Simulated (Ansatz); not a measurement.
# BFH2S: ladder of basis sets, by script

How does the energy of BFH2S converge with the basis? The task is a ladder of basis sets, for BFH2S. SMILES: FBS.

Computed with Ansatz 0.2.0, driven from Python. The levels of theory stand in the script.

## 1. The system

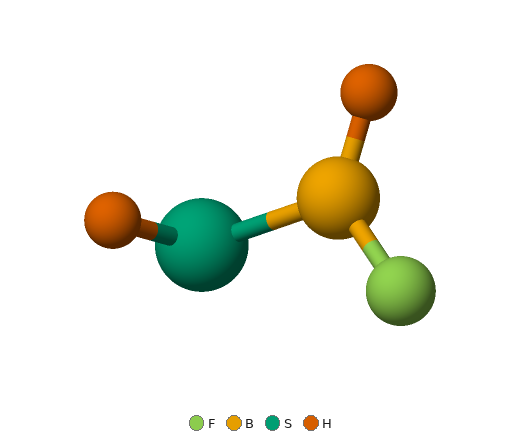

The structure that the script starts from, seen from a chosen angle (fluorine green, boron amber, sulfur teal, hydrogen orange).

The script holds or builds the structure itself.

## 2. The script

The input, bfh2s.py:

```python
import warnings

import ansatz as az

LEVEL = "mp2"

warnings.simplefilter("ignore", az.DeckWarning)

geometry_ang = [
    ("F", [-1.3056, -0.3844, -1.0407]),
    ("B", [-0.3737, -0.4569, -0.0025]),
    ("S", [1.3249, 0.2496, -0.264]),
    ("H", [-0.5769, -0.9738, 1.0119]),
    ("H", [0.9812, 1.4919, 0.2539]),
]
system = az.Crystal.molecule()
for symbol, xyz in geometry_ang:
    system = system.atom(symbol, xyz)

base = system.calculation().correlation(LEVEL)

energies = {}
for basis in ["cc-pVDZ", "cc-pVTZ"]:
    report = base.basis(gaussian=basis).run(threads=1).report
    size = report["n_frozen"] + report["n_occupied"][0] + report["n_virtual"][0]
    energies[basis] = (report["reference_energy_ev"] / 27.211386246, report["free_energy_ev"] / 27.211386246)
    print(f"{basis:14s} {size:4d} orbitals  reference {energies[basis][0]:14.6f} Ha  total {energies[basis][1]:14.6f} Ha")

small, large = (energies[b][1] - energies[b][0] for b in ("cc-pVDZ", "cc-pVTZ"))
limit = (3 ** 3 * large - 2 ** 3 * small) / (3 ** 3 - 2 ** 3)
print(f"correlation energy: {small:.6f} and {large:.6f} Ha, extrapolated {limit:.6f} Ha")
print(f"share caught by the larger set: {100 * large / limit:.1f} %")
```

## 3. The input behind the calls

The package turns the script's settings into the engine's input (first run):

```yaml
crystal:
  periodic: [false, false, false]
  atoms:
    - { symbol: F, position_ang: [-1.3056, -0.3844, -1.0407] }
    - { symbol: B, position_ang: [-0.3737, -0.4569, -0.0025] }
    - { symbol: S, position_ang: [1.3249, 0.2496, -0.264] }
    - { symbol: H, position_ang: [-0.5769, -0.9738, 1.0119] }
    - { symbol: H, position_ang: [0.9812, 1.4919, 0.2539] }
basis:
  gaussian:
    orbitals: cc-pVDZ
correlation:
  method: mp2
```

## 4. The run

Launch:

```console
$ python bfh2s.py
```

Standard output:

```text
cc-pVDZ          56 orbitals  reference    -522.878263 Ha  total    -523.283970 Ha
cc-pVTZ         122 orbitals  reference    -522.938303 Ha  total    -523.467808 Ha
correlation energy: -0.405707 and -0.529505 Ha, extrapolated -0.581631 Ha
share caught by the larger set: 91.0 %
```

Wall time 1.6 s (1 thread of Arm Neoverse V2, shared host); peak memory 0.22 GiB.

## 5. What changed from run to run

The engine's inputs for the other runs:

Run 2, against run 1:

```diff
@@ -11 +11 @@
-    orbitals: cc-pVDZ
+    orbitals: cc-pVTZ
```

## 6. Run by run

The 2 runs, in the order started:

| run | basis | energy (eV) | iterations in all | CPU time (s) |
| --- | --- | --- | --- | --- |
| 1 | cc-pVDZ | -14239.2822 | 11 | 0.3 |
| 2 | cc-pVTZ | -14244.2847 | 11 | 0.91 |

Correlation energies (total less mean field):

| basis | correlation (eV) | share of the last | miss against the last (eV) | CPU time (s) |
| --- | --- | --- | --- | --- |
| cc-pVDZ | -11.040 | 76.6 % | +3.369 | 0.3 |
| cc-pVTZ | -14.409 | 100.0 % | +0.000 | 0.91 |

## 7. Outcome

```
                       quantity         value
extrapolated correlation energy  -0.581631 Ha
                  runs compared             2
   correlation energy, last run    -14.409 eV
```

In words: Against cc-pVDZ: cc-pVTZ -183.8 mHa. The last step alone is -183.84 mHa. The drop along the ladder measures the basis error, and is no property of the molecule. The geometry is a force-field or estimated start, not a minimum of this method, and the last set is no limit. Much of the fall in a total is atomic energy, which cancels in bond and reaction energies. Inner cores stay frozen, so this is valence correlation. For Al to Cl the sets with a tight d function, cc-pV(X+d)Z, are usual. An extrapolation from small basis sets is rough.
